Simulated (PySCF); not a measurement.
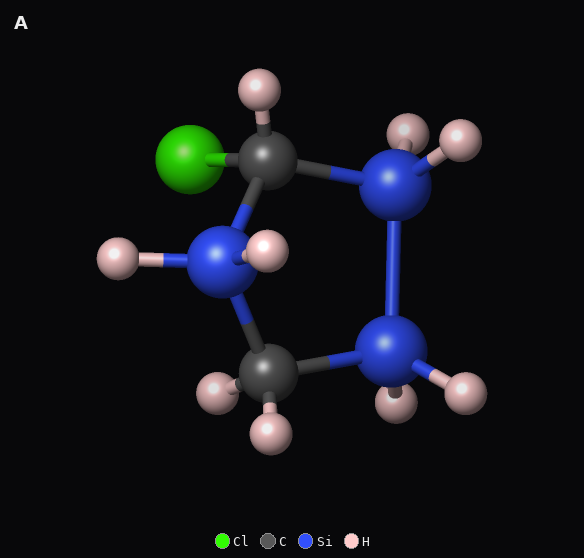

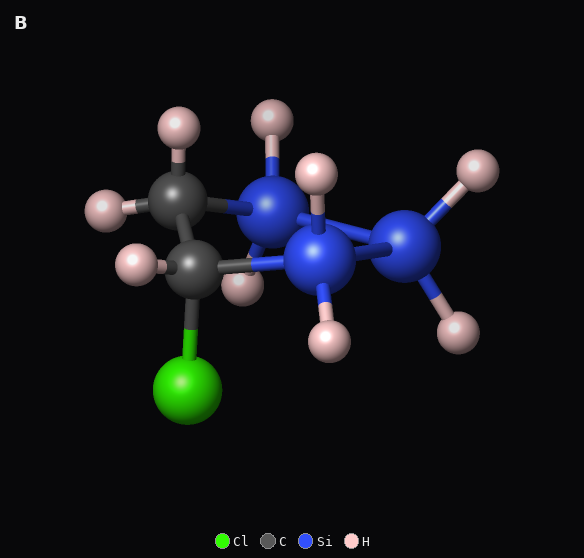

2 stationary structures of one formula. Geometries: GFN2-xTB. Electronic energies: PBE0/pcSseg-1 (PySCF 2.14.0), without zero-point energy. No frequency run is at hand to confirm each as a minimum.

Question: How are they related?

Answer: They are constitutional isomers of C2H9ClSi3: A `Cl[C@H]1[SiH2]C[SiH2][SiH2]1`, B `Cl[C@@H]1C[SiH2][SiH2][SiH2]1`.

Question: Rank them by energy, lowest first.

Answer: A is lowest; B lies 24.2 kJ/mol above it.

The geometry is semi-empirical. Around Si such bond lengths and angles can be off by a tenth of an ångström or more and by several degrees, and values that hang on the shape move with them.
